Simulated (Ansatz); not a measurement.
**Ge₂H₈Si (SMILES [GeH3][SiH2][GeH3]): density, localisation and related maps**

Input

```
crystal:
  periodic: [false, false, false]
  atoms:
    - { symbol: Ge, position_ang: [-1.2339, 1.245, -0.6024] }
    - { symbol: Si, position_ang: [-0.4323, -0.8414, -0.3181] }
    - { symbol: Ge, position_ang: [1.5391, -0.6981, 0.8207] }
    - { symbol: H, position_ang: [-2.5499, 1.2161, -1.3895] }
    - { symbol: H, position_ang: [-0.2667, 2.1325, -1.4398] }
    - { symbol: H, position_ang: [-1.5179, 1.9605, 0.7695] }
    - { symbol: H, position_ang: [-0.171, -1.4601, -1.6246] }
    - { symbol: H, position_ang: [-1.3454, -1.6304, 0.4473] }
    - { symbol: H, position_ang: [1.3276, -0.0189, 2.2551] }
    - { symbol: H, position_ang: [2.5749, 0.1604, 0.0435] }
    - { symbol: H, position_ang: [2.1408, -2.1226, 1.0589] }
basis:
  gaussian:
    orbitals: def2-SVPD
hamiltonian:
  xc: r2scan
  dispersion: d3bj
output:
  orbitals: {}
```

Launched as:

```sh
python
```

Method: SCF r2SCAN, Gaussian basis (Ansatz).

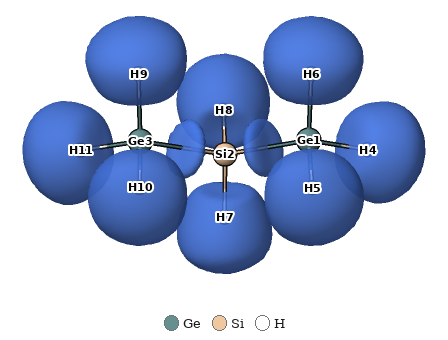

Figure 1. Isosurface of the ELF at 0.85 (blue), seen from one side. Core shells and regions of very low density are left out.

What do the ELF domains correspond to?

The surface consists of two regions between bonded Ge–Si atoms (shared pairs) and eight regions around hydrogen nuclei. Profiles from the grid: Si–Ge (2.25 Å): the ELF peaks at about 0.95 between the atoms, as expected for a covalent bond. Si–H (1.43 Å): the ELF climbs to about 1 towards the hydrogen, as it does in any bond to H.

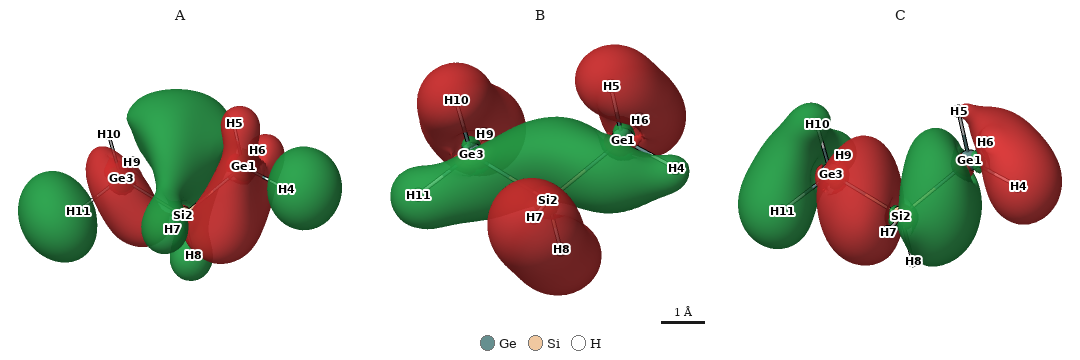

Figure 2. Three frontier orbitals at ±0.06 Å⁻³ᐟ² (green and red are the two phases), in no order.

Order the three orbitals by energy and name them.

B is the HOMO−1 (−7.89 eV). Its weight (Hirshfeld) is mainly on Si2 (about 25 %), Ge1 (about 15 %), Ge3 (about 15 %), H7 (about 10 %), H6 (about 5 %) and H9 (about 5 %). C is the HOMO (−7.27 eV). Its weight (Hirshfeld) is mainly on Si2 (about 30 %), Ge1 (about 25 %), Ge3 (about 25 %), H4 (about 10 %) and H11 (about 10 %). A is the LUMO (−0.57 eV). By Hirshfeld shares it lies mainly on Ge1 (about 25 %), Ge3 (about 25 %), Si2 (about 20 %), H11 (about 10 %) and H4 (about 10 %).

What is the HOMO–LUMO gap?

6.70 eV between the orbital energies.

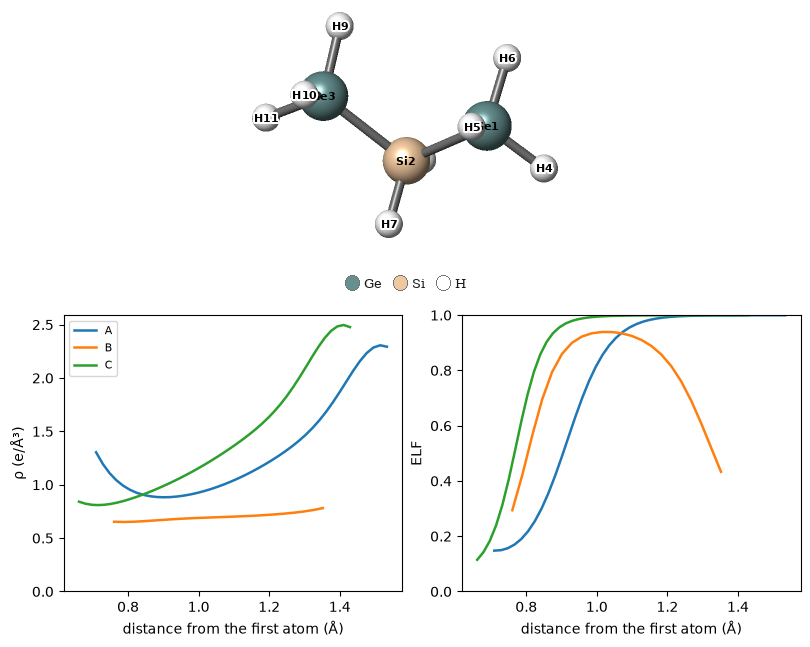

Figure 3. Total electron density and ELF along straight lines between neighbouring atoms. The curves leave out the atomic cores. The structure is drawn too.

Which curve belongs to which contact (Ge–H, Si–Ge and Si–H)? The first atom named is at distance zero.

Curve A: Ge–H (1.53 Å): the density is about 1 e/Å³ at the midpoint; the ELF climbs to about 1 towards the hydrogen. Curve B: Si–Ge (2.25 Å): ρ at the midpoint is about 0.71 e/Å³; the ELF peaks at about 0.95 between the atoms, as expected for a covalent bond. Curve C: Si–H (1.43 Å): the density is about 0.81 e/Å³ at the midpoint; the ELF climbs to about 1 towards the hydrogen.
